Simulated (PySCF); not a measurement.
# [Bi(OH)2]+: how settings move a single point

Aim: repeat the single point on relaxed [Bi(OH)2]+ with altered settings, some of them bad on purpose. It is a constructed species; whether it can be made isn't addressed.

Method: r2SCAN, Bi def2-SVP with ECP60, O def2-SVP, H def2-SVP; scalar-relativistic core potentials, no spin–orbit coupling; program: PySCF 2.14.0.

3 further runs of the same task are left out: 2 for a known fault of the program, 1 set aside as unsound or not needed.

## (1) The system as given

5 atoms, charge 1, spin multiplicity 1.

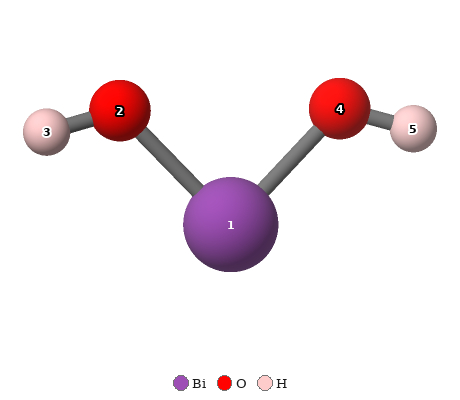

The structure; bismuth purple, oxygen red, hydrogen pink; atoms are numbered from 1 in the order of the file.

As a file:

```xyz
5
BiH2O2
Bi    0.00000    0.00000   -0.49429
O     1.40566   -0.03253    0.96673
H     2.34467   -0.05892    0.70252
O    -1.40566    0.03253    0.96673
H    -2.34467    0.05892    0.70252
```

Formal oxidation states: Bi +3. An earlier session relaxed this geometry at r2SCAN, Bi def2-SVP with ECP60, O def2-SVP, H def2-SVP (singlet, point group C2v).

The sound run used a (50, 194) grid (finer on f atoms), a threshold of 1e-8 and at most 55 cycles, and ended at -365.913730 Eh.

## (2) Try 1

Input file run.py (the lines that set the calculation):

```python
mol = gto.M(atom='''
Bi     0.00000     0.00000    -0.55361
O      1.57434    -0.03643     1.08274
H      2.62603    -0.06599     0.78682
O     -1.57434     0.03643     1.08274
H     -2.62603     0.06599     0.78682''',
    basis={'Bi': 'def2-SVP', 'O': 'def2-SVP', 'H': 'def2-SVP'},
    ecp={'Bi': 'def2-SVP'},
    charge=1, spin=0)
mf = dft.RKS(mol, xc='R2SCAN')
mf.grids.atom_grid = (50, 194)
mf = mf.density_fit()  # fitting sets: Bi def2-universal-JKFIT, O def2-universal-JKFIT, H def2-universal-JKFIT
mf.conv_tol = 1e-08; mf.max_cycle = 55
mf.kernel(dm0)  # dm0: free metal ions and neutral atoms
```

Started as:

```sh
> OMP_NUM_THREADS=2 python run.py
```

Output:

```text
init E= -365.678576870432
  HOMO = -0.593296355817635  LUMO = -0.416906235891116  gap/eV = 4.79982
cycle= 1 E= -365.464942404461  delta_E= 0.214  |g|= 1.27  |ddm|= 1.95
  HOMO = -0.153707960306194  LUMO = -0.148812846392804  gap/eV = 0.13320
cycle= 2 E= -360.13952538496  delta_E= 5.33  |g|= 3.86  |ddm|= 4.67
  HOMO = -0.467154564105132  LUMO = -0.343207823546258  gap/eV = 3.37276
cycle= 3 E= -365.798428492673  delta_E= -5.66  |g|= 0.371  |ddm|= 4.39
  HOMO = -0.443222337275881  LUMO = -0.396644989658398  gap/eV = 1.26743
cycle= 4 E= -365.717094643859  delta_E= 0.0813  |g|= 0.687  |ddm|= 1.25
  HOMO = -0.448636563349137  LUMO = -0.381278056761605  gap/eV = 1.83292
cycle= 5 E= -365.847393125273  delta_E= -0.13  |g|= 0.207  |ddm|= 0.545
  HOMO = -0.458229553103054  LUMO = -0.382750222412579  gap/eV = 2.05390
cycle= 6 E= -365.858794771209  delta_E= -0.0114  |g|= 0.0444  |ddm|= 0.156
  HOMO = -0.458772395110491  LUMO = -0.381635432092207  gap/eV = 2.09900
cycle= 7 E= -365.859299398049  delta_E= -0.000505  |g|= 0.0121  |ddm|= 0.0361
  HOMO = -0.459431025021293  LUMO = -0.381302535191736  gap/eV = 2.12598
cycle= 8 E= -365.859341773074  delta_E= -4.24e-05  |g|= 0.00267  |ddm|= 0.0151
  HOMO = -0.459297024626152  LUMO = -0.381319648800464  gap/eV = 2.12187
cycle= 9 E= -365.859343843727  delta_E= -2.07e-06  |g|= 0.00026  |ddm|= 0.00241
  HOMO = -0.459286929968528  LUMO = -0.381326082779211  gap/eV = 2.12142
cycle= 10 E= -365.85934386368  delta_E= -2e-08  |g|= 7.37e-06  |ddm|= 0.000285
  HOMO = -0.459286898018028  LUMO = -0.381325621236599  gap/eV = 2.12143
cycle= 11 E= -365.859343863693  delta_E= -1.35e-11  |g|= 4.59e-07  |ddm|= 9.5e-06
  HOMO = -0.459286998700177  LUMO = -0.381325724866869  gap/eV = 2.12143
Extra cycle  E= -365.859343863695  delta_E= -1.59e-12  |g|= 1.21e-06  |ddm|= 1.51e-06
converged SCF energy = -365.859343863695
```

Run time: 1.6 s. Hardware: 2 threads of Arm Neoverse V2, shared host.

Changed: the scale of all coordinates (1.12). It converges in 11 cycles, +1.480 eV from the sound run, with a largest force component of 4.48 eV/Å. The setting is unsound, so these numbers aren't the compound's.

## (3) Try 2

Input file run.py (the lines that set the calculation):

```python
mol = gto.M(atom='''
Bi     0.00000     0.00000    -0.49429
O      1.40566    -0.03253     0.96673
H      2.34467    -0.05892     0.70252
O     -1.40566     0.03253     0.96673
H     -2.34467     0.05892     0.70252''',
    basis={'Bi': 'def2-SVP', 'O': 'def2-SVP', 'H': 'def2-SVP'},
    ecp={'Bi': 'def2-SVP'},
    charge=1, spin=0)
mf = dft.RKS(mol, xc='R2SCAN')
mf.grids.atom_grid = (50, 194)
mf = mf.density_fit()  # fitting sets: Bi def2-universal-JKFIT, O def2-universal-JKFIT, H def2-universal-JKFIT
mf.conv_tol = 1e-08; mf.max_cycle = 5
mf.kernel(dm0)  # dm0: free metal ions and neutral atoms
```

Started as:

```sh
> OMP_NUM_THREADS=2 python run.py
```

Output:

```text
init E= -365.989807763084
  HOMO = -0.617847296057992  LUMO = -0.40844363404516  gap/eV = 5.69816
cycle= 1 E= -365.596558473838  delta_E= 0.393  |g|= 1.21  |ddm|= 2.15
  HOMO = -0.224728756128908  LUMO = -0.205397871729804  gap/eV = 0.52602
cycle= 2 E= -362.163874312351  delta_E= 3.43  |g|= 3.52  |ddm|= 3.81
  HOMO = -0.490807745557327  LUMO = -0.332703445240682  gap/eV = 4.30224
cycle= 3 E= -365.880864529669  delta_E= -3.72  |g|= 0.28  |ddm|= 3.48
  HOMO = -0.482545547663449  LUMO = -0.375909736621033  gap/eV = 2.90171
cycle= 4 E= -365.901068424408  delta_E= -0.0202  |g|= 0.205  |ddm|= 0.699
  HOMO = -0.484465658993385  LUMO = -0.364052714623906  gap/eV = 3.27660
cycle= 5 E= -365.913137512702  delta_E= -0.0121  |g|= 0.0463  |ddm|= 0.232
SCF not converged.
```

It took 0.6 s on 2 threads of Arm Neoverse V2, shared host.

Changed: the cycle limit (5). The SCF doesn't converge: the limit ends it too early, and the default cures it.

## (4) Try 3

run.py (the lines that set the calculation): that of step 3 with these lines changed.

```diff
@@ -12,3 +12,3 @@
 mf = mf.density_fit()  # fitting sets: Bi def2-universal-JKFIT, O def2-universal-JKFIT, H def2-universal-JKFIT
-mf.conv_tol = 1e-08; mf.max_cycle = 5
-mf.kernel(dm0)  # dm0: free metal ions and neutral atoms
+mf.conv_tol = 1e-08; mf.max_cycle = 55
+mf.kernel(dm0)  # dm0: smeared density
```

Started as:

```sh
> OMP_NUM_THREADS=2 python run.py
```

Output:

```text
init E= -365.867652909687
  HOMO = -0.499960292500327  LUMO = -0.364028105212466  gap/eV = 3.69890
cycle= 1 E= -365.909041892615  delta_E= -0.0414  |g|= 0.129  |ddm|= 0.301
  HOMO = -0.456377431191827  LUMO = -0.363555863671408  gap/eV = 2.52580
cycle= 2 E= -365.851257628281  delta_E= 0.0578  |g|= 0.505  |ddm|= 0.554
  HOMO = -0.488342642370877  LUMO = -0.365650601138668  gap/eV = 3.33862
cycle= 3 E= -365.913643728898  delta_E= -0.0624  |g|= 0.0172  |ddm|= 0.405
  HOMO = -0.488934279711149  LUMO = -0.364581255122957  gap/eV = 3.38382
cycle= 4 E= -365.913729685693  delta_E= -8.6e-05  |g|= 0.00189  |ddm|= 0.0208
  HOMO = -0.489154034371866  LUMO = -0.36480665559008  gap/eV = 3.38366
cycle= 5 E= -365.91373037029  delta_E= -6.85e-07  |g|= 0.000197  |ddm|= 0.0023
  HOMO = -0.489155402847314  LUMO = -0.364802532762361  gap/eV = 3.38381
cycle= 6 E= -365.91373037863  delta_E= -8.34e-09  |g|= 4.97e-05  |ddm|= 0.000312
  HOMO = -0.489172569854871  LUMO = -0.364803408631435  gap/eV = 3.38426
Extra cycle  E= -365.913730374444  delta_E= 4.19e-09  |g|= 0.000141  |ddm|= 0.000189
converged SCF energy = -365.913730374444
```

Wall time 1.3 s (2 threads of Arm Neoverse V2, shared host).

Changed: the starting guess (smeared density). It converges in 6 cycles, at the sound run's energy within 0.001 eV, with a largest force component of 0.01 eV/Å. The result survives the change.

## (5) Try 4

run.py (the lines that set the calculation): that of step 4 with these lines changed.

```diff
@@ -12,3 +12,3 @@
 mf = mf.density_fit()  # fitting sets: Bi def2-universal-JKFIT, O def2-universal-JKFIT, H def2-universal-JKFIT
-mf.conv_tol = 1e-08; mf.max_cycle = 55
-mf.kernel(dm0)  # dm0: smeared density
+mf.conv_tol = 1e-05; mf.max_cycle = 55
+mf.kernel(dm0)  # dm0: free metal ions and neutral atoms
```

Started as:

```sh
> OMP_NUM_THREADS=2 python run.py
```

Output:

```text
init E= -365.989807763084
  HOMO = -0.617847296057992  LUMO = -0.40844363404516  gap/eV = 5.69816
cycle= 1 E= -365.596558473838  delta_E= 0.393  |g|= 1.21  |ddm|= 2.15
  HOMO = -0.224728756128908  LUMO = -0.205397871729804  gap/eV = 0.52602
cycle= 2 E= -362.163874312351  delta_E= 3.43  |g|= 3.52  |ddm|= 3.81
  HOMO = -0.490807745557327  LUMO = -0.332703445240682  gap/eV = 4.30224
cycle= 3 E= -365.880864529669  delta_E= -3.72  |g|= 0.28  |ddm|= 3.48
  HOMO = -0.482545547663449  LUMO = -0.375909736621033  gap/eV = 2.90171
cycle= 4 E= -365.901068424408  delta_E= -0.0202  |g|= 0.205  |ddm|= 0.699
  HOMO = -0.484465658993385  LUMO = -0.364052714623906  gap/eV = 3.27660
cycle= 5 E= -365.913137512702  delta_E= -0.0121  |g|= 0.0463  |ddm|= 0.232
  HOMO = -0.488266959843479  LUMO = -0.364848135744676  gap/eV = 3.35840
cycle= 6 E= -365.913691068191  delta_E= -0.000554  |g|= 0.0128  |ddm|= 0.0401
  HOMO = -0.489094301540239  LUMO = -0.364847991967004  gap/eV = 3.38091
cycle= 7 E= -365.913729971754  delta_E= -3.89e-05  |g|= 0.00121  |ddm|= 0.0103
  HOMO = -0.489166980944502  LUMO = -0.364811166539273  gap/eV = 3.38389
cycle= 8 E= -365.913730378475  delta_E= -4.07e-07  |g|= 6.85e-05  |ddm|= 0.00127
  HOMO = -0.489165002656662  LUMO = -0.364799594535025  gap/eV = 3.38416
Extra cycle  E= -365.913730377156  delta_E= 1.32e-09  |g|= 9.43e-05  |ddm|= 0.000137
converged SCF energy = -365.913730377156
```

Wall time 1.5 s (2 threads of Arm Neoverse V2, shared host).

Changed: the SCF threshold (1e-05). It converges in 8 cycles, at the sound run's energy within 0.001 eV, with a largest force component of 0.01 eV/Å. The result survives the change.

## (6) Try 5

run.py (the lines that set the calculation): that of step 5 with these lines changed.

```diff
@@ -8,3 +8,3 @@
     ecp={'Bi': 'def2-SVP'},
-    charge=1, spin=0)
+    charge=5, spin=0)
 mf = dft.RKS(mol, xc='R2SCAN')
@@ -12,3 +12,3 @@
 mf = mf.density_fit()  # fitting sets: Bi def2-universal-JKFIT, O def2-universal-JKFIT, H def2-universal-JKFIT
-mf.conv_tol = 1e-05; mf.max_cycle = 55
+mf.conv_tol = 1e-08; mf.max_cycle = 94
 mf.kernel(dm0)  # dm0: free metal ions and neutral atoms
```

Started as:

```sh
> OMP_NUM_THREADS=2 python run.py
```

Output:

```text
init E= -341.508708181567
  HOMO = -2.33792100209521  LUMO = -2.32811066669078  gap/eV = 0.26695
cycle= 1 E= -351.357958596002  delta_E= -9.85  |g|= 5.22  |ddm|= 5.33
  HOMO = -1.31500042547437  LUMO = -1.27650163078275  gap/eV = 1.04761
cycle= 2 E= -332.233998935838  delta_E= 19.1  |g|= 6.52  |ddm|= 12.4
  HOMO = -1.78632944220347  LUMO = -1.77772924285121  gap/eV = 0.23402
cycle= 3 E= -361.316294858988  delta_E= -29.1  |g|= 0.717  |ddm|= 10.8
  HOMO = -1.62533723926556  LUMO = -1.59803880505401  gap/eV = 0.74283
cycle= 4 E= -361.111306064791  delta_E= 0.205  |g|= 1.28  |ddm|= 3.96
  HOMO = -1.66704235873789  LUMO = -1.65030925615565  gap/eV = 0.45533
cycle= 5 E= -361.525055343631  delta_E= -0.414  |g|= 0.549  |ddm|= 1.06
  HOMO = -1.6941533086332  LUMO = -1.68139279787033  gap/eV = 0.34723
cycle= 6 E= -361.613822768959  delta_E= -0.0888  |g|= 0.182  |ddm|= 0.705
  HOMO = -1.70940639429953  LUMO = -1.69773488372259  gap/eV = 0.31760
cycle= 7 E= -361.624292934995  delta_E= -0.0105  |g|= 0.0293  |ddm|= 0.296
  HOMO = -1.70979073028794  LUMO = -1.69832502329756  gap/eV = 0.31200
cycle= 8 E= -361.624561331687  delta_E= -0.000268  |g|= 0.00361  |ddm|= 0.068
  HOMO = -1.71018828418304  LUMO = -1.69861627110404  gap/eV = 0.31489
cycle= 9 E= -361.612563239532  delta_E= 0.012  |g|= 0.249  |ddm|= 0.133
  HOMO = -1.71019514885305  LUMO = -1.6987234377634  gap/eV = 0.31216
cycle= 10 E= -361.624563356525  delta_E= -0.012  |g|= 0.0016  |ddm|= 0.132
  HOMO = -1.71017106245585  LUMO = -1.69870258995521  gap/eV = 0.31207
cycle= 11 E= -361.624563793945  delta_E= -4.37e-07  |g|= 0.000665  |ddm|= 0.00131
  HOMO = -1.71016970236809  LUMO = -1.69870104862339  gap/eV = 0.31208
cycle= 12 E= -361.624563866037  delta_E= -7.21e-08  |g|= 0.000261  |ddm|= 0.000216
  HOMO = -1.71017053152314  LUMO = -1.698701924834  gap/eV = 0.31208
cycle= 13 E= -361.624563877866  delta_E= -1.18e-08  |g|= 8.06e-05  |ddm|= 9.48e-05
  HOMO = -1.71017045566441  LUMO = -1.69870184035368  gap/eV = 0.31208
cycle= 14 E= -361.624563879118  delta_E= -1.25e-09  |g|= 2.32e-06  |ddm|= 4.14e-05
  HOMO = -1.71017018672773  LUMO = -1.69870155604762  gap/eV = 0.31208
Extra cycle  E= -361.624563869143  delta_E= 9.98e-09  |g|= 0.000228  |ddm|= 0.000121
converged SCF energy = -361.624563869143
```

It took 1.9 s on 2 threads of Arm Neoverse V2, shared host.

Changed: the charge (by +4); the cycle limit is 94. It converges in 14 cycles, with a largest force component of 10.37 eV/Å. The setting is unsound, so these numbers aren't the compound's.

## (7) Results

| run | changed | ending | energy change (eV) | cycles | time | usable |
| --- | --- | --- | --- | --- | --- | --- |
| 1 | the scale of all coordinates | converged | +1.480 | 11 | 1.6 s | no |
| 2 | the cycle limit | not converged | – | 5 | 0.6 s | no |
| 3 | the starting guess | converged | 0.000 | 6 | 1.3 s | yes |
| 4 | the SCF threshold | converged | 0.000 | 8 | 1.5 s | yes |
| 5 | the charge | converged | – | 14 | 1.9 s | no |

2 of 5 altered runs give a usable result. 2 ended normally with numbers unfit to quote.
